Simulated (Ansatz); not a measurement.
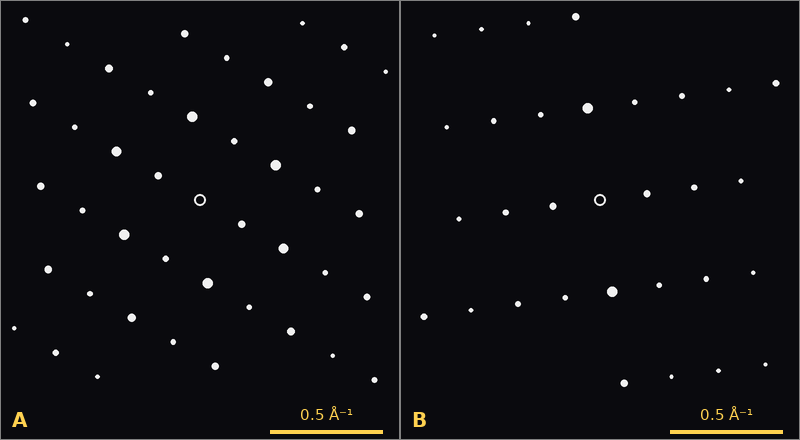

Kinematic electron diffraction patterns (120 kV, B = 0.5 Å², same scale, each along a low-index zone) of two structures of composition CsBi2H4, each relaxed at zero pressure with Ansatz, DFT PBE, scalar-relativistic, plane waves, PAW.

The structures (standard cells):
1. P4/mmm (No. 123), a = 6.516 Å, c = 3.263 Å, 7 atoms; generated start, possibly hypothetical
2. I4/mmm (No. 139), a = 4.810 Å, c = 20.346 Å, 14 atoms; generated start, possibly hypothetical

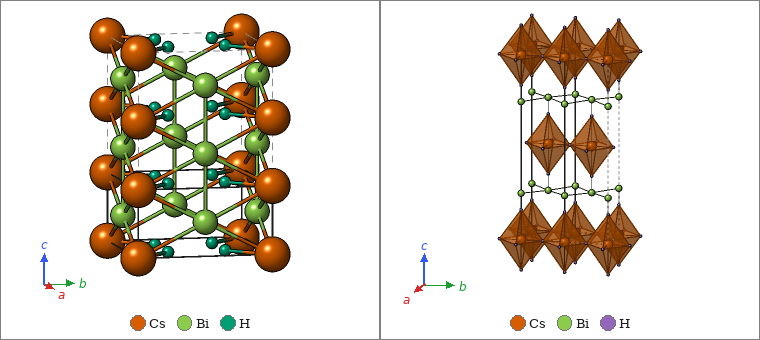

Drawings of the structures 1 to 2, from left to right (each may span several cells).

Which pattern belongs to which structure, and along which zone?

Answer. A is structure 1 along [110] or an equivalent direction: rectangular net of 1 -1 0 at d = 4.61 Å and 0 0 1 at d = 3.26 Å, 90.0° apart. B is structure 2 along [101] or an equivalent direction: rectangular net of 1 0 -1 at d = 4.68 Å and 0 2 0 at d = 2.40 Å, 90.0° apart.

Rank the structures by their computed energy.

Answer. Structure 2 (I4/mmm, 33.62 Å³ an atom) is the lowest of these; structure 1 (P4/mmm, 19.79 Å³ an atom) lies about 350 meV an atom higher. These are static energies at 0 K; other structures, not shown, may lie lower still.
